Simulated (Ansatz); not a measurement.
## Abstraction of Br: SnH3Br + CHBr2 → SnH3 + CHBr3

Species: SnH3Br `[Br][SnH3]`, singlet; CHBr2 `Br[CH]Br`, doublet; SnH3 `[SnH3]`, doublet; CHBr3 `BrC(Br)Br`, singlet. A radical takes Br: the energy is the difference in strength between the Sn–Br bond broken and the C–Br bond made.

Shapes, held fixed at every level: PBE0-D4/def2-TZVP. Programs: Ansatz 0.2.0. The zero-point and thermal change to 298 K, harmonic and unscaled (PBE0-D4/def2-TZVP), is +0.9 kJ/mol.

```
               level                    kind  ΔH(298 K) (kJ/mol)  less CCSD(T)/def2-TZVPP
   PBE-D4/def2-TZVPP                     GGA               +80.4                     -1.9
r2SCAN-D4/def2-TZVPP                meta-GGA               +97.5                    +15.2
  PBE0-D4/def2-TZVPP           global hybrid               +90.5                     +8.2
  wB97X-V/def2-TZVPP  range-separated hybrid               +96.1                    +13.8
        MP2/def2-SVP     perturbation theory               +75.5                     -6.8
    CCSD(T)/def2-SVP   coupled cluster or CI               +86.8                     +4.5
     CCSD/def2-TZVPP   coupled cluster or CI               +88.8                     +6.5
  CCSD(T)/def2-TZVPP   coupled cluster or CI               +82.3                      0.0
```

The highest level, CCSD(T)/def2-TZVPP, gives ΔH(298 K) = +82.3 kJ/mol; the levels span +75.5 to +97.5. The column of differences is taken from that level and isn't an error. No measured value is set beside it here. Open shells run unrestricted unless RO is named. For atoms past krypton def2 sets carry core potentials with scalar relativity. Relativity is left out for Br unless named. Correlated rows may include outer-core shells of Br, Sn, which these sets cover unevenly.

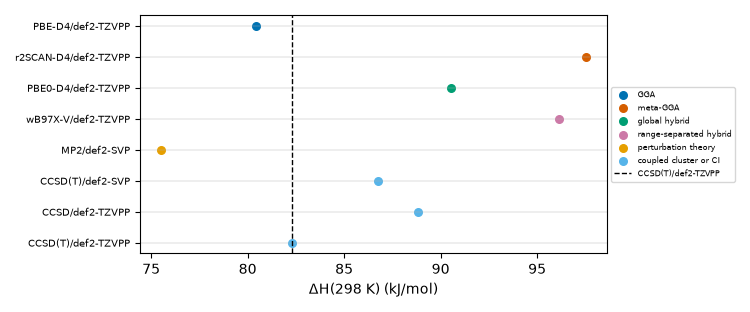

The values of the table, level by level.
